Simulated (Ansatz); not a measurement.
# How many bands does the GW gap of TaAgO3 (R3c) need?

Aim: see how the G0W0 gap of TaAgO3 (R3c) on LDA moves with empty bands and screening cutoff, and what each rung costs.

Main program and level: Ansatz 0.2.0; G0W0 on LDA, plane waves, PAW; PAW set soft_1.

In doubt: one-shot GW on d or f shells is unsure, so the values of those runs are not to be relied on.

## (1) Starting point

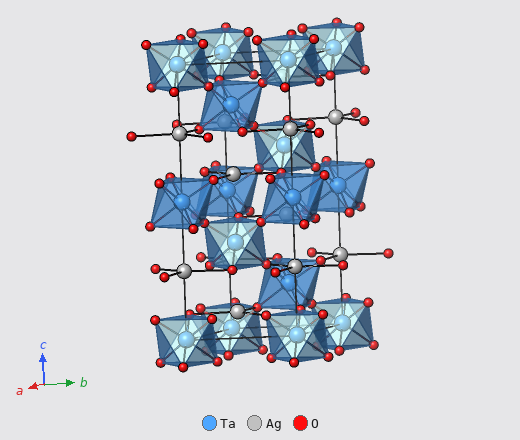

The cell as given, slightly off an axis (tantalum blue, silver light grey, oxygen red). This picture shows the conventional cell, with its axes. Some periodic images of atoms are drawn too.

Geometry: measured cell, ions relaxed with LDA. The runs that relaxed it are not among those shown. Spin-orbit coupling is left out unless a step names it.

## (2) 91 empty bands, screening to 48 eV

G0W0 replaces the xc potential by the self-energy, built once from these orbitals. Only a window of levels is corrected, while the sums run over the empty bands that the input names. This step takes PAW set soft_1 files.

Contents of input.yaml:

```yaml
crystal:
  lattice:
    - [2.76405, 1.5958250116, 4.5719666667]
    - [-2.76405, 1.5958250116, 4.5719666667]
    - [0.0, -3.1916500231, 4.5719666667]
  atoms:
    - { symbol: Ta, position: [-0.0026386703, -0.0026386703, -0.0026386703] }
    - { symbol: Ta, position: [0.4973613297, 0.4973613297, 0.4973613297] }
    - { symbol: Ag, position: [0.2490011846, 0.2490011846, 0.2490011846] }
    - { symbol: Ag, position: [0.7490011846, 0.7490011846, 0.7490011846] }
    - { symbol: O, position: [0.8177770222, 0.6856263343, 0.2524341291] }
    - { symbol: O, position: [0.2524341291, 0.8177770222, 0.6856263343] }
    - { symbol: O, position: [0.6856263343, 0.2524341291, 0.8177770222] }
    - { symbol: O, position: [0.7524341291, 0.1856263343, 0.3177770222] }
    - { symbol: O, position: [0.1856263343, 0.3177770222, 0.7524341291] }
    - { symbol: O, position: [0.3177770222, 0.7524341291, 0.1856263343] }
kpoints:
  mp_grid: { grid: [4, 4, 4] }
hamiltonian:
  xc: lda
  pseudopotentials: { kind: paw, azcp: { folder: soft_1 }, xc_functional: pbe }
scf:
  occupations: { method: fixed }
gw:
  n_empty_bands: 91
  ecut_chi: 48
  qp_bands: [v3, c3]
  qp_kpoints: band_edges
  screening: { model: contour_deformation }
```

Command:

```console
ansatz run input.yaml --threads 24 --pin off --max-ram 110592MiB --backend cuda --events-out ev --progress --plain --runs-dir out --devices 1 --max-vram 157GiB
```

Numbers of over 12 decimals in the logs are rounded to 6 here.

Output:

```text
GPUs: using 1 of 1 available (devices: 1).
Engine: ansatz 0.2.0, aarch64-unknown-linux-gnu
Pseudopotentials: kind: paw
Pseudopotential: Ta, paw, valence charge 13, recommended cutoff 420 eV (normal), soft_1/Ta.paw.azcp
Pseudopotential: Ag, paw, valence charge 19, recommended cutoff 420 eV (normal), soft_1/Ag.paw.azcp
Pseudopotential: O, paw, valence charge 6, recommended cutoff 420 eV (normal), soft_1/O.paw.azcp
Functional definition: SPW92
  exchange = slater_x
  correlation = pw_c
[...]
Crystal: 10 atoms, lattice volume = 121.000 Å³
Basis set: ecut = 420 eV, 2361 PW (Γ)
Bands: 60, of which v1, the nominal top of the filled ones, is band 50 counted from 1 (49 counted from 0)
Symmetry: 6 space group operations
Space group: R3c (ITA 161), of the structure as read, at distance tolerance 4.9e-5 Å
k-points: 13 of 64 (time reversal used)
Non-local potential: Ta, projectors of the file, l = 0: 3, l = 1: 2, l = 2: 2, l = 3: 1
Non-local potential: Ag, projectors of the file, l = 0: 3, l = 1: 2, l = 2: 2, l = 3: 1
Non-local potential: O, projectors of the file, l = 0: 2, l = 1: 2, l = 2: 1
PAW form: soft (Blöchl's): semilocal exchange-correlation on the pseudo side does not see the compensation charge
PAW frozen core: Ta, regenerated for the run's functional, and the local potential with it (the file was generated under x = pbe(κ = 0.804, μ = 0.219515), c = pbe(β = 0.066725))
PAW frozen core: Ag, regenerated for the run's functional, and the local potential with it (the file was generated under x = pbe(κ = 0.804, μ = 0.219515), c = pbe(β = 0.066725))
PAW frozen core: O, regenerated for the run's functional, and the local potential with it (the file was generated under x = pbe(κ = 0.804, μ = 0.219515), c = pbe(β = 0.066725))
PAW one-centre angular grid: Ta, 590 points (default); XC on 64 Gauss nodes
PAW one-centre angular grid: Ag, 590 points (default); XC on 64 Gauss nodes
PAW one-centre angular grid: O, 110 points (default); XC on 64 Gauss nodes
Initial density: superposition of atomic densities (chi_scale 0.1, normalization cell, long waves kept (reshape's long-wave potential 0.00 eV rms))
Initial wavefunctions: pseudopotential atomic-orbital guess
[...]
Functional: x = slater, c = lda
SCF iter   1: F=—  HF=-37620.494874 eV  |F-HF|=—  |Δ(HF+E_count)|=         —  Δρ=6.34e-2  dr2=3.83e0  ethr=3.10e-3  ⟨swp⟩=4.0  Hψ=2259  notcnv=0  defer=44
preconditioner: auto → Resta (q_TF=auto, 2.643 Å⁻¹)  ε∞=7.9  [insulator: Δε(μ)=2.382 eV  Ē_g=10.571 eV  n_scr=32 (ndim 8)  ℏωp=27.8 eV  f_vac=0.000  ε∞_Penn≈7.9]
SCF iter   2: F=—  HF=-37619.642650 eV  |F-HF|=—  |Δ(HF+E_count)|=   8.52e-1  Δρ=2.77e-2  dr2=5.20e-1  ethr=3.10e-3  ⟨swp⟩=2.0  Hψ=1156  notcnv=0  defer=94
SCF iter   3: F=—  HF=-37619.611298 eV  |F-HF|=—  |Δ(HF+E_count)|=   3.14e-2  Δρ=1.00e-2  dr2=6.39e-2  ethr=5.20e-4  ⟨swp⟩=2.0  Hψ=977  notcnv=0  defer=102
SCF iter   4: F=—  HF=-37619.610441 eV  |F-HF|=—  |Δ(HF+E_count)|=   8.57e-4  Δρ=1.23e-3  dr2=1.02e-3  ethr=6.39e-5  ⟨swp⟩=2.9  Hψ=1483  notcnv=0  defer=102
SCF iter   5: F=—  HF=-37619.610667 eV  |F-HF|=—  |Δ(HF+E_count)|=   2.26e-4  Δρ=3.53e-4  dr2=1.32e-4  ethr=1.02e-6  ⟨swp⟩=2.9  Hψ=1429  notcnv=0  defer=91
SCF iter   6: F=—  HF=-37619.610661 eV  |F-HF|=—  |Δ(HF+E_count)|=   6.41e-6  Δρ=2.37e-4  dr2=5.80e-5  ethr=1.32e-7  ⟨swp⟩=2.0  Hψ=1193  notcnv=0  defer=31
SCF iter   7: F=—  HF=-37619.610650 eV  |F-HF|=—  |Δ(HF+E_count)|=   1.07e-5  Δρ=4.84e-5  dr2=2.46e-6  ethr=5.80e-8  ⟨swp⟩=2.1  Hψ=1123  notcnv=0  defer=29
SCF iter   8: F=-37619.610650 eV  HF=-37619.610650 eV  |F-HF|=2.14e-8  |Δ(HF+E_count)|=   1.91e-7  Δρ=8.34e-6  dr2=7.77e-8  ethr=1.00e-10  ⟨swp⟩=8.4  Hψ=2788  notcnv=0
SCF 1 converged in 8 iterations: F = -37619.610650 eV  dr2 = 7.77e-8
  greatest PAW one-centre occupation: 1.000 electrons in one spin orbital (limit 2), on the Ag atom at site 3 (counted from 0), in its partial waves of l = 0
[...]
NSCF: frozen V_eff on 13 k-points
[...]
SCF converged after 8 iterations
[...]
3    51     13.1580   -13.8107    -4.2023   -19.4818  0.7941    14.6677    14.6268  root
     3    52     14.2888   -14.6966    -4.1775   -20.3616  0.7779    15.8286    15.7763  root
     3    53     14.3924   -14.1900    -4.1368   -19.7758  0.7782    15.8897    15.8414  root
     4    48     10.8764   -31.7105     5.2465   -26.2597  0.7433    10.6712    10.6721  root
     4    49     10.9306   -31.3223     5.1932   -25.9567  0.7441    10.7575    10.7582  root
     4    50     11.0943   -32.0912     5.2525   -26.6392  0.7468    10.8940    10.8948  root
     4    51     13.7306   -13.8788    -4.2548   -19.6250  0.7861    15.2692    15.2221  root
     4    52     14.7774   -13.9895    -4.4630   -19.9624  0.7727    16.3468    16.2873  root
     4    53     15.1161   -14.4134    -4.6001   -20.5444  0.7637    16.7186    16.6471  root
     5    48     10.8469   -31.3836     5.2251   -25.9599  0.7428    10.6473    10.6482  root
     5    49     10.8613   -31.2764     5.2270   -25.8613  0.7426    10.6725    10.6733  root
     5    50     11.1043   -31.6019     5.2165   -26.2254  0.7461    10.9438    10.9443  root
     5    51     14.2343   -14.1742    -4.2959   -19.9757  0.7784    15.7943    15.7399  root
     5    52     14.3853   -14.9659    -4.1832   -20.6510  0.7738    15.9419    15.8872  root
     5    53     14.7523   -13.3021    -4.4706   -19.2328  0.7782    16.2656    16.2124  root
     6    48     10.9529   -31.7881     5.2228   -26.3734  0.7444    10.7601    10.7609  root
     6    49     11.0894   -32.3876     5.2477   -26.9138  0.7471    10.8622    10.8633  root
     6    50     11.1051   -32.1817     5.2200   -26.7566  0.7475    10.8992    10.9001  root
     6    51     13.0511   -13.1827    -4.3015   -18.9731  0.7957    14.5816    14.5398  root
     6    52     14.8579   -14.8022    -4.4045   -20.7601  0.7673    16.4774    16.4113  root
     6    53     15.2458   -15.1976    -4.5051   -21.2616  0.7550    16.8782    16.8047  root
     7    48     10.7916   -30.1747     5.1280   -24.9138  0.7422    10.6583    10.6587  root
     7    49     11.0710   -30.4641     5.2074   -25.1975  0.7437    11.0117    11.0118  root
     7    50     11.0710   -30.4641     5.2074   -25.1975  0.7437    11.0117    11.0118  root
[...]
11    52     14.2742   -14.5603    -4.2267   -20.3036  0.7751    15.8460    15.7908  root
    11    53     15.2737   -14.9837    -4.6235   -21.1729  0.7574    16.9139    16.8394  root
    12    48     10.9163   -31.6078     5.2965   -26.1419  0.7440    10.7462    10.7468  root
    12    49     10.9163   -31.6078     5.2965   -26.1419  0.7440    10.7462    10.7468  root
    12    50     10.9163   -31.6078     5.2965   -26.1419  0.7440    10.7462    10.7468  root
    12    51     14.4893   -11.9651    -4.6790   -18.0749  0.7871    15.9682    15.9201  root
    12    52     14.4893   -11.9651    -4.6790   -18.0749  0.7871    15.9682    15.9201  root
    12    53     15.2872   -15.0205    -4.7336   -21.2973  0.7545    16.9068    16.8304  root
```

Elapsed: 4 s, on 1 × NVIDIA GB200 with 24 threads of Arm Neoverse V2, shared host; peak memory 1.3 GiB.

This step gave:

```
bands summed                                 : 141
RPA ε∞ on this mesh (eigenvalues)            : 6.894, 7.016, 7.016
plane waves in the screening matrix          : 89
q-points in the mesh                         : 64
G0W0 gap on the mesh                         : 3.464 eV
k of the valence top                         : 0, 0, 0
k of the conduction bottom                   : 0, 0, 0
starting gap on the mesh                     : 1.865 eV
Z at the valence top                         : 0.7416
Z at the conduction bottom                   : 0.7978
least direct G0W0 gap on the computed points : 3.464 eV
```

The gap on the mesh goes from 1.86 eV to 3.46 eV, a correction of +1.60 eV, though a band edge has moved to another state.

## (3) 258 empty bands, screening to 96 eV

Bands and screening cutoff are moved together, since each hides the error of the other.

Edit input.yaml of step 2 so:

```diff
@@ -24,4 +24,4 @@
 gw:
-  n_empty_bands: 91
-  ecut_chi: 48
+  n_empty_bands: 258
+  ecut_chi: 96
   qp_bands: [v3, c3]
```

Output:

```text
GPUs: using 1 of 1 available (devices: 1).
[...]
Crystal: 10 atoms, lattice volume = 121.000 Å³
Basis set: ecut = 420 eV, 2361 PW (Γ)
Bands: 60, of which v1, the nominal top of the filled ones, is band 50 counted from 1 (49 counted from 0)
Symmetry: 6 space group operations
[...]
k-points: 13 of 64 (time reversal used)
[...]
SCF iter   1: F=—  HF=-37620.494874 eV  |F-HF|=—  |Δ(HF+E_count)|=         —  Δρ=6.34e-2  dr2=3.83e0  ethr=3.10e-3  ⟨swp⟩=4.0  Hψ=2259  notcnv=0  defer=44
[...]
SCF iter   8: F=-37619.610650 eV  HF=-37619.610650 eV  |F-HF|=2.14e-8  |Δ(HF+E_count)|=   1.91e-7  Δρ=8.34e-6  dr2=7.77e-8  ethr=1.00e-10  ⟨swp⟩=8.4  Hψ=2788  notcnv=0
SCF 1 converged in 8 iterations: F = -37619.610650 eV  dr2 = 7.77e-8
[...]
NSCF: frozen V_eff on 13 k-points
[...]
SCF converged after 8 iterations
[...]
3    51     13.1580   -13.8107    -4.5616   -19.4818  0.7892    14.2873    14.2674  root
     3    52     14.2888   -14.6966    -4.5299   -20.3616  0.7717    15.4518    15.4239  root
     3    53     14.3924   -14.1900    -4.4714   -19.7758  0.7719    15.5335    15.5068  root
     4    48     10.8764   -31.7105     5.0284   -26.2597  0.7361    10.4499    10.4541  root
     4    49     10.9306   -31.3223     4.9753   -25.9567  0.7369    10.5369    10.5403  root
     4    50     11.0943   -32.0912     5.0284   -26.6392  0.7397    10.6667    10.6707  root
     4    51     13.7306   -13.8788    -4.6076   -19.6250  0.7805    14.8936    14.8692  root
     4    52     14.7774   -13.9895    -4.8146   -19.9624  0.7666    15.9682    15.9358  root
[...]
12    50     10.9163   -31.6078     5.0676   -26.1419  0.7366    10.5144    10.5179  root
    12    51     14.4893   -11.9651    -5.0331   -18.0749  0.7824    15.5916    15.5660  root
    12    52     14.4893   -11.9651    -5.0331   -18.0749  0.7824    15.5916    15.5660  root
    12    53     15.2872   -15.0205    -5.0798   -21.2973  0.7473    16.5272    16.4843  root
```

Wall time 6.6 s (1 × NVIDIA GB200 with 24 threads); peak memory 1.6 GiB; 22 s of CPU time.

This step gave:

| Item | Value |
| --- | --- |
| bands summed | 308 |
| RPA ε∞ on this mesh (eigenvalues) | 6.841, 6.970, 6.970 |
| plane waves in the screening matrix | 259 |
| q-points in the mesh | 64 |
| G0W0 gap on the mesh | 3.344 eV |
| k of the valence top | 0, 0, 0 |
| k of the conduction bottom | 0, -0.5, -0.5 |
| starting gap on the mesh | 1.865 eV |
| Z at the valence top | 0.7333 |
| Z at the conduction bottom | 0.7910 |
| least direct G0W0 gap on the computed points | 3.354 eV |

Against the run with 4×4×4 mesh, 91 empty bands, screening to 48 eV, PAW set soft_1 files, the gap moves by −0.12 eV.

## (4) 556 empty bands, screening to 160 eV

Edit input.yaml of step 3 so:

```diff
@@ -24,4 +24,4 @@
 gw:
-  n_empty_bands: 258
-  ecut_chi: 96
+  n_empty_bands: 556
+  ecut_chi: 160.0
   qp_bands: [v3, c3]
```

Output:

```text
GPUs: using 1 of 1 available (devices: 1).
[...]
Crystal: 10 atoms, lattice volume = 121.000 Å³
Basis set: ecut = 420 eV, 2361 PW (Γ)
Bands: 60, of which v1, the nominal top of the filled ones, is band 50 counted from 1 (49 counted from 0)
Symmetry: 6 space group operations
[...]
k-points: 13 of 64 (time reversal used)
[...]
4    51     13.7306   -13.8788    -4.8020   -19.6250  0.7774    14.6908    14.6748  root
     4    52     14.7774   -13.9895    -5.0167   -19.9624  0.7629    15.7547    15.7336  root
[...]
12    50     10.9163   -31.6078     4.8874   -26.1419  0.7327    10.3300    10.3378  root
    12    51     14.4893   -11.9651    -5.2025   -18.0749  0.7796    15.4140    15.3965  root
    12    52     14.4893   -11.9651    -5.2025   -18.0749  0.7796    15.4140    15.3965  root
    12    53     15.2872   -15.0205    -5.2972   -21.2973  0.7429    16.2953    16.2669  root
[key lines of the parts left out:]
SCF converged after 8 iterations
```

It took 20 s on 1 × NVIDIA GB200 with 24 threads; peak memory 2.5 GiB.

Numbers from this step:

| Quantity | Value |
| --- | --- |
| bands summed | 606 |
| RPA ε∞ on this mesh (eigenvalues) | 6.791, 6.918, 6.918 |
| plane waves in the screening matrix | 537 |
| G0W0 gap on the mesh | 3.368 eV |
| k of the valence top | 0, 0, 0 |
| k of the conduction bottom | 0, -0.5, -0.5 |
| starting gap on the mesh | 1.865 eV |
| least direct G0W0 gap on the computed points | 3.395 eV |

Against the run with 4×4×4 mesh, 258 empty bands, screening to 96 eV, PAW set soft_1 files, the gap moves by +0.02 eV.

## (5) Changing the k mesh: 2×2×2 mesh, 258 empty bands, screening to 96 eV, PAW set soft_1 files

Only the mesh changes. It samples the long-range screening, which converges on its own terms. Bands and cutoff differ from the step before, so it is read against an earlier run that matches them.

Edit input.yaml of step 4 so:

```diff
@@ -17,3 +17,3 @@
 kpoints:
-  mp_grid: { grid: [4, 4, 4] }
+  mp_grid: { grid: [2, 2, 2] }
 hamiltonian:
@@ -24,4 +24,4 @@
 gw:
-  n_empty_bands: 556
-  ecut_chi: 160.0
+  n_empty_bands: 258
+  ecut_chi: 96
   qp_bands: [v3, c3]
```

Output:

```text
GPUs: using 1 of 1 available (devices: 1).
[...]
Crystal: 10 atoms, lattice volume = 121.000 Å³
Basis set: ecut = 420 eV, 2361 PW (Γ)
Bands: 60, of which v1, the nominal top of the filled ones, is band 50 counted from 1 (49 counted from 0)
Symmetry: 6 space group operations
[...]
k-points: 4 of 8
[...]
1    49     11.1539   -31.9971     5.1751   -26.4849  0.7278    10.8137    10.8168  root
[...]
3    50     10.9414   -31.6202     5.2400   -26.0523  0.7249    10.6105    10.6135  root
     3    51     14.4598   -11.8251    -5.2826   -18.1154  0.7673    15.4920    15.4675  root
     3    52     14.4598   -11.8251    -5.2826   -18.1154  0.7673    15.4920    15.4675  root
     3    53     15.2605   -14.9883    -5.1841   -21.3099  0.7439    16.4459    16.3981  root
[key lines of the parts left out:]
SCF converged after 8 iterations
Free energy (F): -37619.319126 eV
Fermi energy:    11.153862 eV
```

Run time: 2.4 s. Hardware: 1 × NVIDIA GB200 with 24 threads; peak memory 1.4 GiB; 5.1 s of CPU time.

This step gave:

* bands summed: 308
* RPA ε∞ on this mesh (eigenvalues): 9.143, 9.172, 9.172
* plane waves in the screening matrix: 259
* G0W0 gap on the mesh: 3.141 eV
* k of the valence top: 0, 0, 0
* k of the conduction bottom: 0, -0.5, -0.5
* starting gap on the mesh: 1.854 eV
* least direct G0W0 gap on the computed points: 3.181 eV

Against the run with 4×4×4 mesh, 258 empty bands, screening to 96 eV, PAW set soft_1 files, the gap moves by −0.20 eV.

## (6) Changing the frequency model: 4×4×4 mesh, 258 empty bands, screening to 96 eV, plasmon pole, PAW set soft_1 files

A plasmon pole stands in for the full frequency dependence of the screening; this run shows what that costs in accuracy.

Edit input.yaml of step 5 so:

```diff
@@ -17,3 +17,3 @@
 kpoints:
-  mp_grid: { grid: [2, 2, 2] }
+  mp_grid: { grid: [4, 4, 4] }
 hamiltonian:
@@ -28,2 +28,2 @@
   qp_kpoints: band_edges
-  screening: { model: contour_deformation }
+  screening: { model: godby_needs }
```

Output:

```text
GPUs: using 1 of 1 available (devices: 1).
[...]
Crystal: 10 atoms, lattice volume = 121.000 Å³
Basis set: ecut = 420 eV, 2361 PW (Γ)
Bands: 60, of which v1, the nominal top of the filled ones, is band 50 counted from 1 (49 counted from 0)
Symmetry: 6 space group operations
[...]
k-points: 13 of 64 (time reversal used)
[...]
4    51     13.7306   -13.8788    -4.5532   -19.6250  0.8225    14.9300    14.9237  root
     4    52     14.7774   -13.9895    -4.7065   -19.9624  0.8168    16.0514    16.0438  root
[...]
12    50     10.9163   -31.6078     5.0948   -26.1419  0.7992    10.5445    10.5451  root
    12    51     14.4893   -11.9651    -4.9760   -18.0749  0.8279    15.6291    15.6231  root
    12    52     14.4893   -11.9651    -4.9760   -18.0749  0.8279    15.6291    15.6231  root
    12    53     15.2872   -15.0205    -4.9085   -21.2973  0.8096    16.6653    16.6556  root
[key lines of the parts left out:]
SCF converged after 8 iterations
```

Elapsed: 7.7 s, on 1 × NVIDIA GB200 with 24 threads; peak memory 2.2 GiB; 59 s of CPU time.

Numbers from this step:

| Item | Value |
| --- | --- |
| bands summed | 308 |
| plasmon-pole fit frequency | 33.76 eV |
| RPA ε∞ on this mesh (eigenvalues) | 6.841, 6.970, 6.970 |
| plane waves in the screening matrix | 259 |
| G0W0 gap on the mesh | 3.322 eV |
| k of the valence top | 0, 0, 0 |
| k of the conduction bottom | 0, -0.5, -0.5 |
| starting gap on the mesh | 1.865 eV |
| least direct G0W0 gap on the computed points | 3.334 eV |

Against the run with 4×4×4 mesh, 258 empty bands, screening to 96 eV, PAW set soft_1 files, the gap moves by −0.02 eV.

(Part 1 of 2 ends here.)

[Paths, hosts, dates, memory and timing lines, banners, echoed tables and standing remarks are left out of the program output.]

[Logs are printed without paths, hosts, clocks, repeated set-up lines and the standing remarks that a program may print on its own settings, such as how far it seeks lower states.]

[Runs of the session that timed out or met a known fault of the program may be left out.]

[Cells called generated may have been cut or substituted from an entry of the Crystallography Open Database or the Materials Project.]

[Hosts, paths, dates, database ids (printed as entryN), source tags and the programs' standing remarks are cut or masked in the printed files.]
